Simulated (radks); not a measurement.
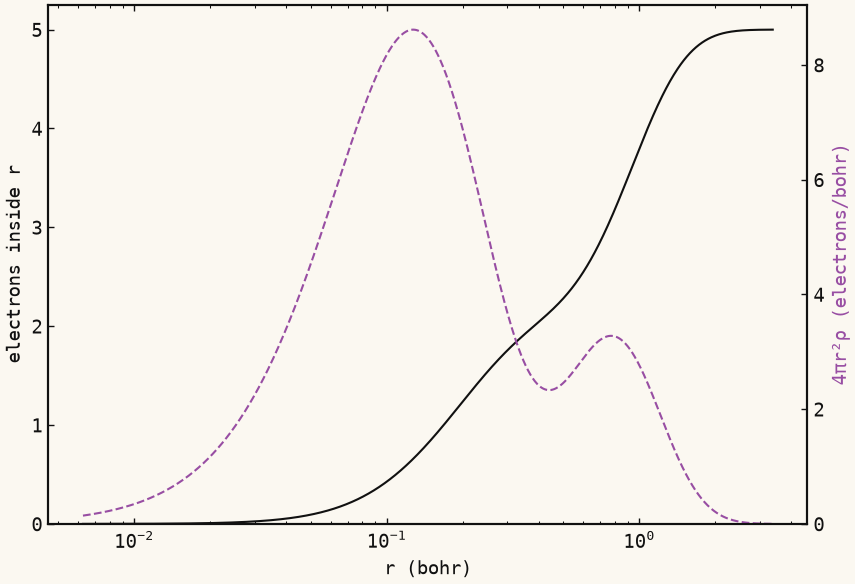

O³⁺ (Z = 8, 5 electrons); electrons: [He] 2s2 2p1 (high spin). Computed with the in-house radial solver radks: scalar-relativistic Kohn-Sham, PBE, spin-polarised, spherical densities, finite nucleus.

```
Z 8
configuration [He] 2s2 2p1 3s0 3p0
relativity scalar-relativistic
functional pbe,pbe
spin polarised
nucleus finite rms 2.6991 fm
c 137.035999084
```

The plot shows the number of electrons inside radius r (solid) and the radial density 4πr²ρ (dashed).

> Read the plot.

The count levels off at 5 electrons. Half of them lie within 0.583 bohr, 90 % within 1.34 bohr and 99 % within 2.06 bohr. The radial density has a minimum at 0.439 bohr, where the count stands at 2.1; this parts the shells that the density resolves.
